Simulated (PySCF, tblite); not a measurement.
# C3H13BN2Si2: geometry, infrared bands and NMR shifts

What infrared bands and NMR shifts should C3H13BN2Si2 (`C=C[C@H]1[SiH2][SiH2]N1[BH2-][NH3+]`) show?

Computed with tblite 0.8.0 and PySCF 2.14.0, with density-fitted response routines of our own, on a single molecule in the gas phase. Atoms are numbered from 0 throughout.

## 1. The starting structure

21 atoms, charge 0, multiplicity 1; geometry from: force field or distance geometry start.

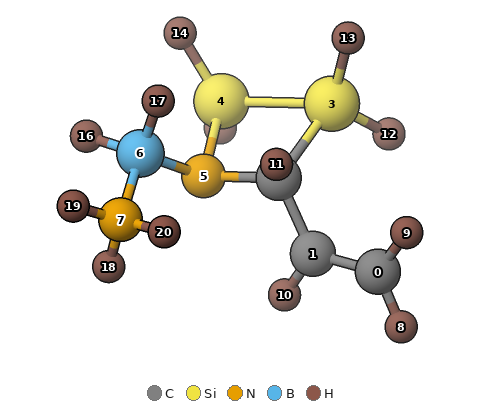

The starting geometry (carbon grey, silicon yellow, nitrogen amber, boron blue, hydrogen brown), atoms numbered.

## 2. Geometry optimisation with GFN2-xTB

What the job is given:

```
{"job": {"kind": "relax", "xc": "GFN2-xTB", "basis": "xTB"}, "charge": 0, "multiplicity": 1}
C      1.622700     2.482400     0.391000
C      0.666100     1.592800     0.684600
C      0.611400     0.250800     0.004700
Si     2.001000    -0.878200     0.564900
Si     0.183200    -1.926500     1.144900
N     -0.623000    -0.479700     0.430500
B     -1.519400    -0.905300    -0.758000
N     -2.300900     0.307500    -1.274400
H      1.636500     3.442900     0.896800
H      2.366800     2.267400    -0.351500
H     -0.083900     1.844400     1.433400
H      0.666200     0.394000    -1.100700
H      2.744500    -0.352700     1.732700
H      2.715100    -1.519500    -0.550600
H     -0.041900    -3.142300     0.356100
H     -0.015900    -1.989000     2.604900
H     -2.298700    -1.732700    -0.384200
H     -0.870300    -1.383500    -1.640700
H     -2.814600     0.765500    -0.482800
H     -2.995100    -0.017100    -1.985200
H     -1.658900     0.995700    -1.716900
```

The run is started by

```sh
> OMP_NUM_THREADS=1 python probes_run.py task.json out
```

One launch serves the whole session: the jobs run in the order shown.

**Question.** This job is followed by: GFN2-xTB harmonic vibrations, gas phase; GIAO PBE0/pcSseg-1 NMR shielding, non-relativistic, gas phase. What will the session give for the following? strongest single infrared mode (GFN2-xTB); zero-point energy (GFN2-xTB); ¹³C shifts against TMS (PBE0/pcSseg-1); ¹H shifts against TMS (PBE0/pcSseg-1, means over atoms taken as alike); ²⁹Si shifts against TMS (PBE0/pcSseg-1); ¹⁵N shifts against NH3 (PBE0/pcSseg-1); ¹¹B shifts against BF3·OEt2 (PBE0/pcSseg-1); surface potential, least and greatest.

As calculated:

```
                                                              quantity                                                                 value
                             strongest single infrared mode (GFN2-xTB)                                                 2159 cm⁻¹, 658 km/mol
                                          zero-point energy (GFN2-xTB)                                                         97.9 kcal/mol
                                ¹³C shifts against TMS (PBE0/pcSseg-1)                                                163.0, 113.3, 65.0 ppm
¹H shifts against TMS (PBE0/pcSseg-1, means over atoms taken as alike)  6.53, 5.95, 5.61, 5.33, 4.95, 4.77, 4.23, 3.99, 3.04, 2.88, 2.81 ppm
                               ²⁹Si shifts against TMS (PBE0/pcSseg-1)                                                      -37.3, -53.2 ppm
                                ¹⁵N shifts against NH3 (PBE0/pcSseg-1)                                                        65.6, 52.7 ppm
                           ¹¹B shifts against BF3·OEt2 (PBE0/pcSseg-1)                                                              -9.4 ppm
                                 surface potential, least and greatest                                                    -1.27 V and 2.25 V
```

**Reading.** The optimisation took 139 steps and gained 1.380 eV; among the close pairs (by a distance rule), B6–N7 changed most, from 1.532 to 1.695 Å. No mode is imaginary among the 57: a minimum at this level. The strongest single mode, at 2159 cm⁻¹, moves mainly H12. GFN2-xTB is a fitted tight-binding method: band positions and strengths are rough. Its intensities can rank the bands wrongly. C1 (alkene CH) lies farthest downfield among carbon, at 163.0 ppm; the olefinic region. H10 (hydrogen on an alkene CH) lies farthest downfield among hydrogen, at 6.53 ppm; a vinylic proton, deshielded by the sp2 carbon and the C=C anisotropy. At PBE0/pcSseg-1: Shielding is most anisotropic at C1 (span 242 ppm, paramagnetic term -235 ppm).
